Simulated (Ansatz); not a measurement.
# H₆O₂SSi₂: up Jacob's ladder to CCSD(T)

How much do the methods differ for H₆O₂SSi₂? The plan is to run it at one geometry with functionals of several rungs and with coupled cluster. The yardstick is the atomisation energy at the CCSD(T) limit.

Computed with Ansatz 0.2.0, Gaussian basis. Level: functionals in def2-TZVPP, the program's frozen cores in correlated methods.

Plan: LDA (SPW92), PBE-D4, revPBE-D4, BLYP-D4, r2SCAN-D4, B97M-V, PBE0-D4, B3LYP-D4, r2SCANh-D4, r2SCAN0-D4, HSE06-D4, BHLYP-D4, CAM-B3LYP-D4, LC-ωPBE, ωB97X-V, ωB97M-V, B2PLYP, PBE-QIDH; CCSD(T)/def2-SVP; CCSD(T)/def2-TZVPP; MP2/def2-QZVPP; extrapolation to the limit; RPA on PBE.

## Step 1: The geometry

The geometry comes from an earlier relaxation with PBE0-D4 in a triple-zeta def2 set; it is a stationary point, not always the lowest conformer.

SMILES `O[SiH](O)S[SiH3]`, 11 atoms, charge 0, spin multiplicity 1.

Atoms are counted from 1 here; the program's logs count them from 0.

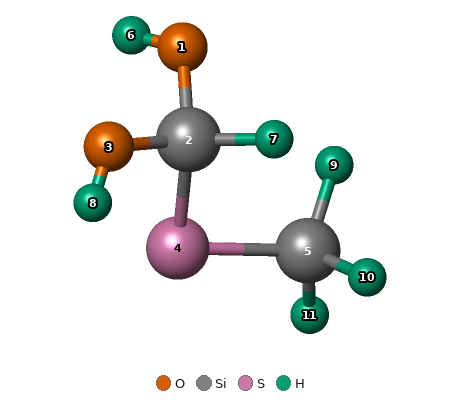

The structure; oxygen orange, silicon grey, sulfur pink, hydrogen teal; atoms are numbered from 1 in the order of the file.

As a file:

```
O    -1.5587   -0.4435    1.4088
Si   -0.1132   -0.8496    0.7805
O     0.1068   -2.4591    0.9744
S     0.0569   -0.4661   -1.3170
Si    0.4998    1.6248   -1.2021
H    -2.3404   -0.8618    1.0432
H     0.8624   -0.0230    1.5211
H     0.7517   -2.8893    0.4107
H    -0.5005    2.3328   -0.3656
H     1.8540    1.8499   -0.6377
H     0.4465    2.1278   -2.5957
```

## Step 2: LDA

This LDA is Slater exchange with PW92 correlation.

Contents of in.yaml:

```yaml
crystal:
  periodic: [false, false, false]
  atoms:
    - {symbol: O, position_ang: [-1.558695, -0.443510, 1.408753]}
    - {symbol: Si, position_ang: [-0.113161, -0.849586, 0.780535]}
    - {symbol: O, position_ang: [0.106769, -2.459113, 0.974446]}
    - {symbol: S, position_ang: [0.056873, -0.466138, -1.317001]}
    - {symbol: Si, position_ang: [0.499836, 1.624832, -1.202118]}
    - {symbol: H, position_ang: [-2.340449, -0.861845, 1.043197]}
    - {symbol: H, position_ang: [0.862396, -0.023045, 1.521140]}
    - {symbol: H, position_ang: [0.751683, -2.889252, 0.410721]}
    - {symbol: H, position_ang: [-0.500517, 2.332768, -0.365600]}
    - {symbol: H, position_ang: [1.854005, 1.849916, -0.637703]}
    - {symbol: H, position_ang: [0.446459, 2.127773, -2.595671]}
basis:
  gaussian: {orbitals: def2-TZVPP}
hamiltonian: {xc: lda}
output: {orbitals: {seedname: orbitals}}
```

Further steps of the session: PBE-D4 (GGA); revPBE-D4 (GGA); BLYP-D4 (GGA); r2SCAN-D4 (meta-GGA); B97M-V (meta-GGA); PBE0-D4 (hybrid); B3LYP-D4 (hybrid); r2SCANh-D4 (hybrid); r2SCAN0-D4 (hybrid); HSE06-D4 (hybrid); BHLYP-D4 (hybrid); CAM-B3LYP-D4 (range-separated); LC-ωPBE-D4 (range-separated); ωB97X-V (range-separated); ωB97M-V (range-separated); B2PLYP (double hybrid); PBE-QIDH (double hybrid); CCSD(T) in def2-SVP; CCSD(T) in def2-TZVPP; MP2 in def2-QZVPP; RPA on PBE orbitals.

**Question.** What will the summary of the whole plan be? Wanted: atomisation energy, CCSD(T)/CBS; farthest beyond LDA; mean size of error, GGA; mean size of error, meta-GGA; mean size of error, hybrid; mean size of error, range-separated; mean size of error, double hybrid; gap, smallest and largest; T1 diagnostic.

The runs gave:

| quantity | value |
| --- | --- |
| atomisation energy, CCSD(T)/CBS | 3857.4 kJ/mol |
| functionals within 19.3 kJ/mol (0.5 %) | PBE-D4, r2SCAN-D4, B97M-V, ωB97X-V, ωB97M-V |
| farthest beyond LDA | BHLYP-D4 (-141.5 kJ/mol) |
| mean size of error, GGA | 60.4 kJ/mol |
| mean size of error, meta-GGA | 11.9 kJ/mol |
| mean size of error, hybrid | 76.2 kJ/mol |
| mean size of error, range-separated | 26.8 kJ/mol |
| mean size of error, double hybrid | 79.8 kJ/mol |
| gap, smallest and largest | 5.41 eV (LDA (SPW92)), 12.46 eV (LC-ωPBE) |
| T1 diagnostic | 0.0118 |
| triples share of the correlation energy | 3.7 % |

LDA overbinds by 483.7 kJ/mol (13 %). PBE-D4 is off by -17.2 kJ/mol. Double hybrids carry the basis error of their MP2 part in triple zeta, and no dispersion term here, so their miss is partly the set-up's. Taken by rung, meta-GGA functionals do best (11.9 kJ/mol on average) and double hybrid ones worst beyond LDA (79.8 kJ/mol). The reference freezes the cores and leaves out relativity and excitations past (T), so misses under about 19.3 kJ/mol can't be ranked. Hartree-Fock recovers 72 % of the binding; the rest is correlation. CCSD(T) in def2-SVP is off by -359.9 kJ/mol, worse than the median functional, from the basis alone. The gap grows from 5.4 to 12.5 eV across the functionals, mostly with the share of exact exchange.
